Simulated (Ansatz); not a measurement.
Consider CuI in the zinc blende structure (space group F-43m, No. 216; a = 5.939 Å). Axes: x, y, z lie along the cube axes.

Modification: uniaxial strain ε_zz = −0.96 %, all other strain components held at zero, atoms relaxed at fixed cell.

Method: PBEsol (Ansatz, a program for electronic structure, PAW, spin-orbit coupling left out), earlier PAW set.

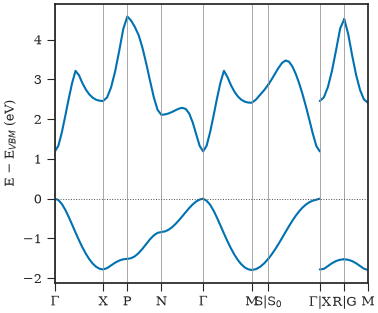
Figure: Highest valence and lowest conduction band along the path of the changed cell's own zone

### Question
From the figure, how large is the changed gap, and is it direct?

### Answer
About 1.2 eV, direct at Γ.

With I present, leaving out spin-orbit coupling can change the band edges. Whether these cells are dynamically stable was not tested. The final runs are not spin-polarised. Labels are those of the standard path for the cell's own space group.
